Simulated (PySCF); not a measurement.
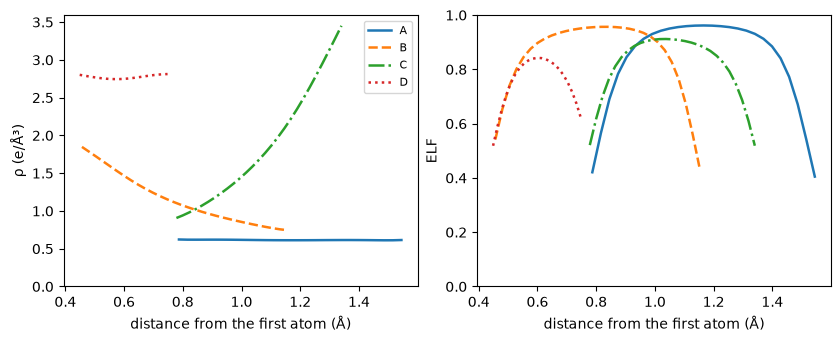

C5H11NSi2. Total electron density and electron localisation function along straight lines between neighbouring atoms. The curves leave out the atomic cores.

Geometry: GFN2-xTB.

Level of theory: PySCF 2.14.0, PBE0/pcSseg-1, SCF density, gas phase, non-relativistic.

The calculation's input:

```
{"job": {"kind": "nmr", "xc": "PBE0", "basis": "pcSseg-1"}, "charge": 0, "multiplicity": 1}
C      3.632656     0.299650    -0.555957
C      2.540120    -0.131362    -0.786802
C      1.191670    -0.603013    -1.024793
C      0.176772     0.175283    -0.189027
C      0.378507     0.000665     1.336582
Si    -1.441061    -0.109758     1.946607
Si    -1.670481    -0.360208    -0.360002
N     -2.487889     0.686427    -1.467842
H      4.597417     0.664737    -0.366334
H      1.135883    -1.668343    -0.778431
H      0.958103    -0.489458    -2.088216
H      0.288780     1.235511    -0.440401
H      0.992738     0.790996     1.765887
H      0.907954    -0.933678     1.533297
H     -1.889676     1.132095     2.597512
H     -1.663955    -1.178273     2.929707
H     -1.861229    -1.681705    -0.974232
H     -2.344879     1.680866    -1.393942
H     -3.451234     0.498817    -1.691076
```

Run with:

```sh
OMP_NUM_THREADS=1 python probes_run.py task.json out
```

### Which curve belongs to which contact (C–C, C–Si, Si–N and Si–Si)? The first atom named is at distance zero.

Curve A: Si–Si (2.33 Å): ρ at the midpoint is about 0.61 e/Å³; the ELF peaks at about 0.95 between the atoms (a shared electron pair). Curve B: C–Si (1.92 Å): ρ at the midpoint is about 0.89 e/Å³; the ELF peaks at about 0.95 between the atoms, as expected for localised, covalent bonding. Curve C: Si–N (1.73 Å): the density is about 1.1 e/Å³ at the midpoint; the ELF peaks at about 0.90 between the atoms; a shared but strongly polarised pair. Curve D: C–C (1.20 Å): ρ is about 2.7 e/Å³ halfway; the ELF peaks at about 0.85 between the atoms: a short, multiple covalent bond.
